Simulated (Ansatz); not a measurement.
hcp Sc, treated with r²SCAN in Ansatz (PAW).

Numerical settings: plane-wave cutoff 560 eV, 18×18×10 k mesh (along the axes of the cell as run), Fermi–Dirac smearing 0.05 eV, scalar-relativistic PAW data made under PBE.

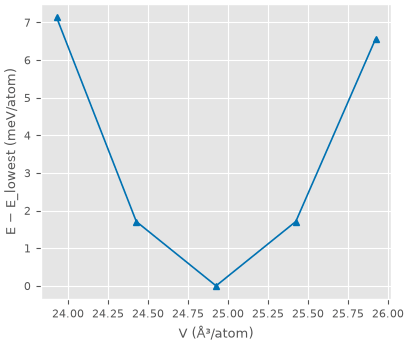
Total energy against volume

Problem. From the curve, estimate the equilibrium volume and the bulk modulus.

Solution. V0 ≈ 24.9 Å³/atom and B0 ≈ 55 GPa; the fit gives V0 = 24.918 Å³/atom, B0 = 54.9 GPa, B′ = 3.2.

Shape and atoms are relaxed at each volume.

Measured, for comparison: bulk modulus 55.6 GPa (zero-point energy and finite temperature contributions removed, our sources range from 44.5 to 55.6; as tabulated in doi:10.1021/acs.jctc.3c00612). Computed (rounded) less measured: bulk modulus not scored (sources differ).

Note: the bulk modulus comes from volumes at which shape and atoms were relaxed.

Static lattice: no zero-point or thermal effects.

Cost on a shared machine: roughly 4 core-minutes.

Ansatz is a program for electronic structure.
